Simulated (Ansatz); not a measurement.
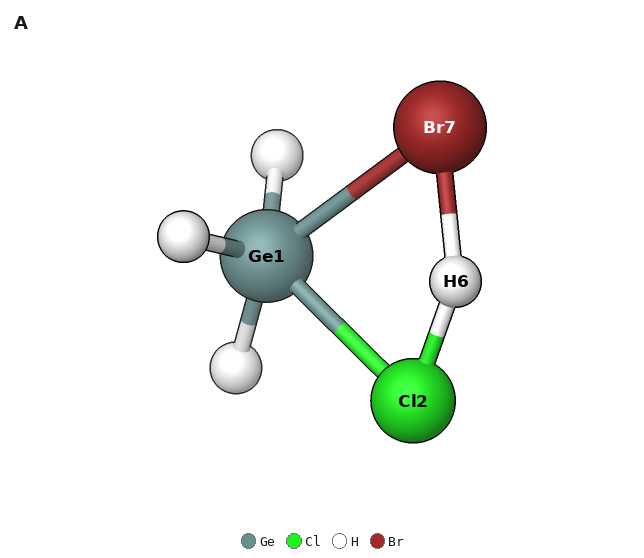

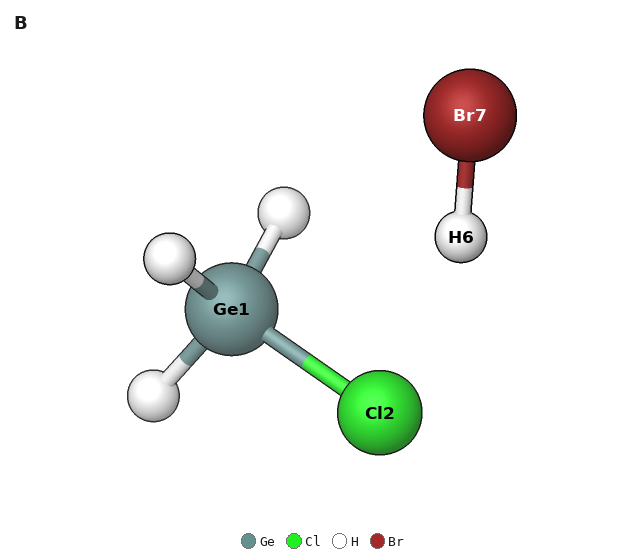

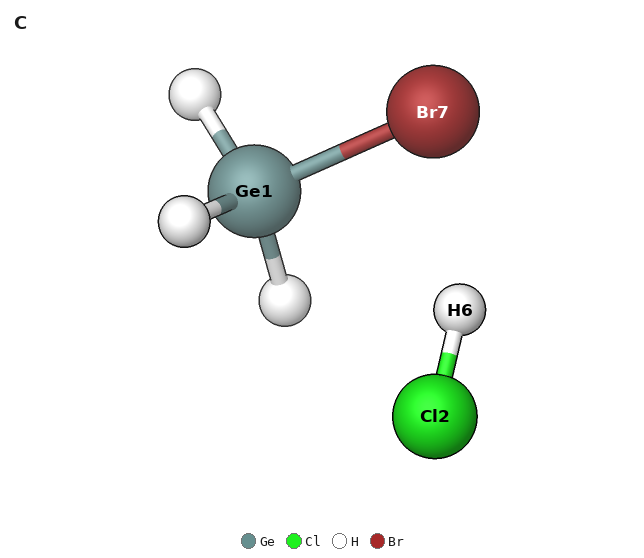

Three stationary points along one reaction path, in mixed order. Sticks follow a distance rule, so a partial bond may show as a full stick or not at all. Charge 0, singlet. Geometries: PBE0-D4/def2-TZVP; all other levels are single points on them, and energies count from the start as drawn. Program: Ansatz 0.2.0. In CBS estimates cores are frozen, and CCSD(T) − MP2 is taken in the smaller basis.

**Which panel shows the transition state?**

A.

**Which bonds form and which break from B to C?**

Formed: Ge1–Br7, Cl2–H6; broken: Ge1–Cl2, H6–Br7. At the saddle point Ge1···Br7 is 2.74 Å, Cl2···H6 is 1.47 Å, Ge1···Cl2 is 2.56 Å, H6···Br7 is 1.76 Å.

Give the electronic barrier and the reaction energy from B to C in kJ/mol (no zero-point energy) with CCSD(T)/CBS (MP2 limit from def2-TZVPP and def2-QZVPP plus CCSD(T) − MP2); B3LYP-D4/def2-TZVPP; B97M-V/def2-TZVPP; BHLYP-D4/def2-TZVPP; ωB97X-V/def2-TZVPP; PBE-D4/STO-3G; ωB97M-V/def2-SVP.

```tsv
level	barrier	reaction energy
CCSD(T)/CBS (MP2 limit from def2-TZVPP and def2-QZVPP plus CCSD(T) − MP2)	147.0	−10.8
B3LYP-D4/def2-TZVPP	131.3	−9.6
B97M-V/def2-TZVPP	140.3	−6.1
BHLYP-D4/def2-TZVPP	153.1	−10.4
ωB97X-V/def2-TZVPP	148.8	−9.2
PBE-D4/STO-3G	110.1	+16.8
ωB97M-V/def2-SVP	140.7	−3.3
```
